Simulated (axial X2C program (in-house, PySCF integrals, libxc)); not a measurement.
# TaN⁻: properties at the nuclei

Aim: properties at the nuclei of TaN⁻, with spin–orbit coupling in the Hamiltonian from the start.

Method: two-component X2C with atomic mean-field terms, Ta dyall-acv3z, N dyall-av3z; program: an in-house X2C program for linear molecules on PySCF integrals.

All values are calculated.

### 1 The job

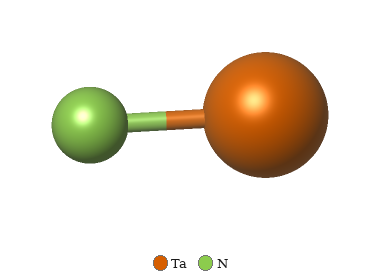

The two atoms at 1.860 Å (tantalum orange, nitrogen green).

Input file task.json:

```json
{"zs": [73, 7], "q": -1, "bas": ["dyall-acv3z", "dyall-av3z"], "r0": 1.86, "levels": ["PBE0", "HF", "B3LYP", "PBE50", "BP86"], "nst": 3}
```

Keys: zs atomic numbers; q charge; bas basis sets; r0 starting distance in Å; levels methods (HF also brings MP2); nst determinants followed.

Started as:

```bash
$ python soeom.py task.json out
```

The runs that follow: Expectation values, lowest determinant; Expectation values, a higher determinant; Expectation values, a higher determinant.

**Question.** What will these runs give? Wanted: lowest determinant; Eeff magnitude; Ws magnitude Ta; A∥/gI Ta; qzz Ta; higher determinant (for each run or level that gives them).

As calculated:

| quantity | value |
| --- | --- |
| lowest determinant | Ω = 3/2 (excess of +ω over −ω: ω = 3/2) |
| Eeff magnitude (GV/cm), PBE0 | 2.87 |
| Ws magnitude Ta (kHz), PBE0 | 2.34 |
| A∥/gI Ta (MHz), PBE0 | 273 |
| qzz Ta (a.u.), PBE0 | -5.83 |
| higher determinant | Ω = 5/2 (excess of +ω over −ω: ω = 5/2) |
| Eeff magnitude (GV/cm), PBE0, higher determinant | 2.63 |
| Ws magnitude Ta (kHz), PBE0, higher determinant | 1.06 |
| A∥/gI Ta (MHz), PBE0, higher determinant | 543 |
| qzz Ta (a.u.), PBE0, higher determinant | -6.29 |
| higher determinant | Ω = 1/2 (excess of +ω over −ω: ω = 1/2) |
| Eeff magnitude (GV/cm), PBE0, higher determinant | 8.1 |
| Ws magnitude Ta (kHz), PBE0, higher determinant | 18.3 |
| A∥/gI Ta (MHz), PBE0, higher determinant | 2630 |
| qzz Ta (a.u.), PBE0, higher determinant | -8.30 |

**Reading.** In the first state, the effective field runs from 0.85 to 42.1 GV/cm over the mean-field levels, so the levels don't agree on it. The expectation values come from single determinants, which for open shells can mix terms of unlike spin or miss the lowest Ω, so a determinant need not be a state. Eeff is the effective electric field on the electron dipole moment in this Ω state and Ws the scalar–pseudoscalar constant (defined with the proton number Z and per Ω); A∥ is the parallel hyperfine constant, which follows by multiplying with the nuclear g factor gI = μI/(I μN); qzz is the electric field gradient, eQq0 = 234.96 MHz × Q/barn × qzz. The operators were transformed with the bare-nucleus X2C matrices.
